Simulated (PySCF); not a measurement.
# EPR calculation of C6H4BF2S

System: C6H4BF2S, multiplicity 2, SMILES FB(F)c1ccccc1[S].
Method: UKS B3LYP, pcH-1 on B C F H S, non-relativistic, mean-field spin-orbit, GIAO (PySCF 2.14.0).

It belongs to a series of runs on one base structure; here: X = H replaced by BF2.

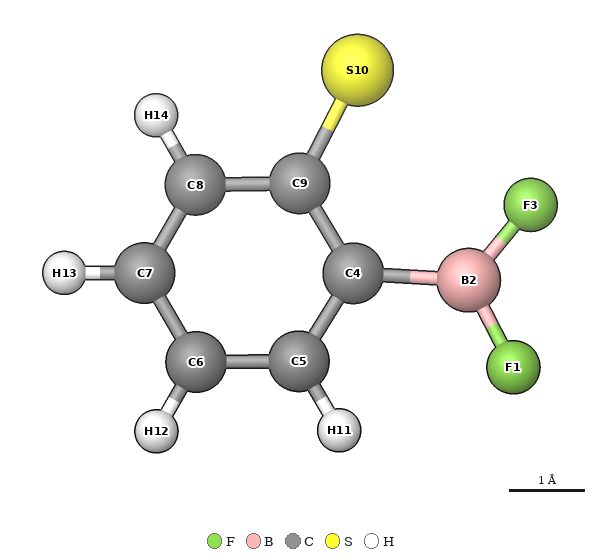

The structure (ball-and-stick view, seen on its broad side; atoms are numbered from 1 in the order of the input).

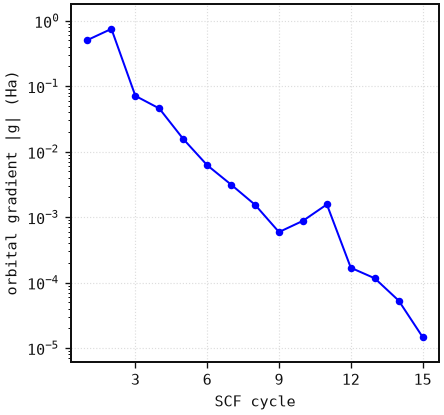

Convergence of the self-consistent field: orbital gradient |g| against the SCF cycle. All cycles printed in the log are drawn one after another.

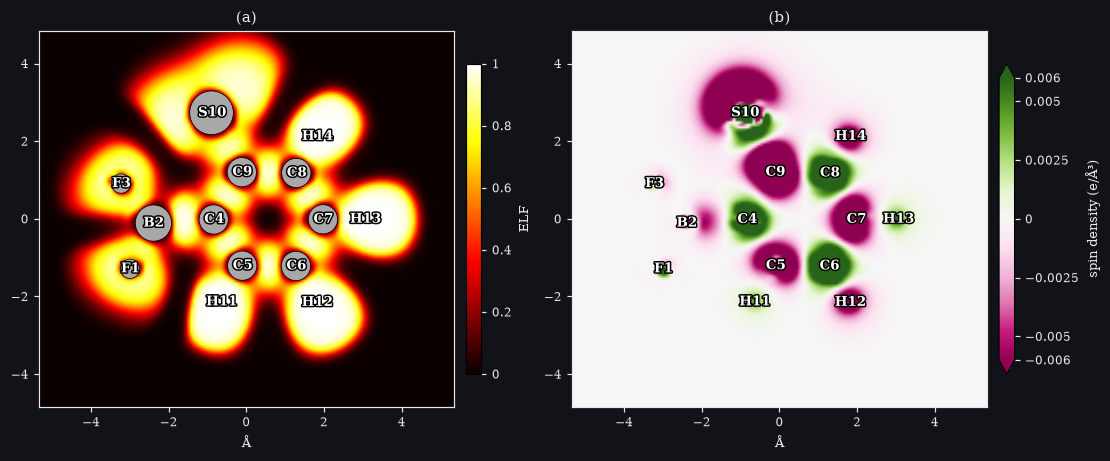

(a) electron localisation function; (b) spin density on the molecular plane. Grey discs, where drawn, cover atomic cores. The section cuts through F, B, C, S and H sites. B–F (1.32 Å): the ELF peaks at about 0.85 between the atoms, which marks a shared but strongly polarised pair. C–C (1.38 Å): the ELF peaks at about 0.95 between the atoms (localised, shared-pair bonding). C–B (1.56 Å): the ELF peaks at about 1 between the atoms, which marks localised, shared-pair bonding. C–S (1.72 Å): the ELF peaks at about 0.90 between the atoms, which marks localised, shared-pair bonding. The unpaired spin (1 electron) lies mostly on S10 (about 0.7), C6 (about 0.1), C8 (about 0.1) and C4 (about 0.1), in electrons by Hirshfeld's partition.

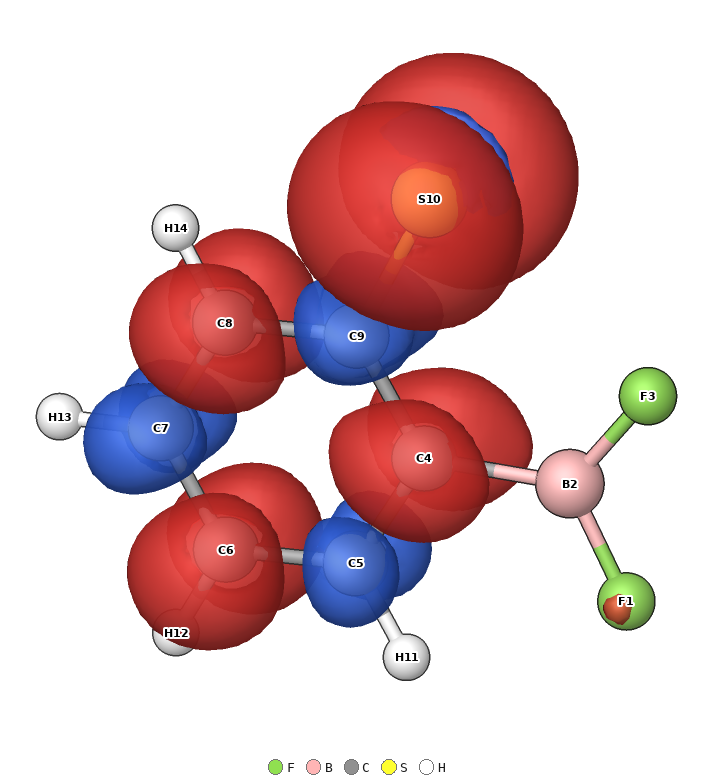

Isosurfaces of the spin density (α minus β) at +0.01 (red) and −0.01 e/Å³ (blue), seen at a tilt. The unpaired spin (1 electron) lies mostly on S10 (about 0.7), C6 (about 0.1), C8 (about 0.1) and C4 (about 0.1), in electrons by Hirshfeld's partition.

These pictures come from the run below.

### Input file
```
{"job": {"kind": "epr", "basis": "pcH-1"}, "charge": 0, "multiplicity": 2}
F      2.773834    -1.429046    -0.943842
B      2.348969    -0.345898    -0.313962
F      3.320914     0.447320     0.082890
C      0.827170    -0.102619    -0.100450
C     -0.070317    -1.055779    -0.589633
C     -1.438415    -0.918427    -0.442730
C     -1.952273     0.197044     0.207886
C     -1.100933     1.159015     0.703570
C      0.287910     1.028165     0.560042
S      1.281092     2.271724     1.205732
H      0.331652    -1.920822    -1.095644
H     -2.102811    -1.673994    -0.832500
H     -3.019035     0.312893     0.326398
H     -1.488435     2.029952     1.210076
```

The first line tells a small driver script what to run in PySCF; the rest is the geometry in Å.

Launch command:
```bash
OMP_NUM_THREADS=1 python <driver script> task.json out
```

### Log
```
UKS, coarse grid
  cycle   1  E = -853.81570752  |g| = 5.07e-01
  cycle   2  E = -853.74096936  |g| = 7.50e-01
  cycle   3  E = -853.90523583  |g| = 7.11e-02
  cycle   4  E = -853.90689290  |g| = 4.56e-02
  cycle   5  E = -853.90791713  |g| = 1.56e-02
  cycle   6  E = -853.90806358  |g| = 6.20e-03
  cycle   7  E = -853.90809478  |g| = 3.13e-03
  cycle   8  E = -853.90810298  |g| = 1.54e-03
  cycle   9  E = -853.90810584  |g| = 5.90e-04
UKS, final grid
  cycle   1  E = -853.90815209  |g| = 8.76e-04
  cycle   2  E = -853.90815129  |g| = 1.56e-03
  cycle   3  E = -853.90815264  |g| = 1.68e-04
  cycle   4  E = -853.90815267  |g| = 1.16e-04
  cycle   5  E = -853.90815272  |g| = 5.29e-05
  cycle   6  E = -853.90815272  |g| = 1.47e-05
E = -853.90815272 Eh   <S^2> = 0.7662 (exact 0.7500)
g shifts (ppm)      1          2          3
  rmc          -206       -206       -206
  gc             -7         46         42
  oz_so          93      10447     318518
  total        -120      10287     318354
hyperfine (MHz)  atom isotope    a_iso     a_fc   dipolar eigenvalues
    0   19F       1.32       1.32     -6.61     -4.44     11.05
    1   11B      -5.54      -5.54     -1.07      0.27      0.80
    2   19F      -6.24      -6.24     -3.82     -0.11      3.93
    3   13C      10.75      10.75    -11.40    -10.89     22.29
    4   13C     -13.14     -13.14     -8.59      3.76      4.83
    5   13C      16.37      16.37    -15.16    -13.92     29.07
    6   13C     -15.01     -15.01    -11.53      5.20      6.33
    7   13C      13.99      13.99    -13.50    -13.09     26.58
    8   13C     -24.74     -24.74     -9.99      4.22      5.77
    9   33S      14.83      14.83    -70.53    -69.80    140.33
   10    1H       3.42       3.42     -1.72     -0.16      1.88
   11    1H     -12.37     -12.37     -7.45     -0.45      7.91
   12    1H       4.60       4.60     -1.73     -0.79      2.52
   13    1H     -11.43     -11.43     -3.12     -2.24      5.36
```

### Key numbers

```csv
quantity,value
outcome,converged
total energy,−853.908153 hartree
⟨S²⟩,0.766
isotropic g,2.1118
hardware,"1 CPU thread, shared host"
wall time,93 s
peak memory,1.1 GiB
```

Checks after the run noted: orbitally degenerate or nearly so: second-order g, spin-orbit hyperfine and D do not apply.
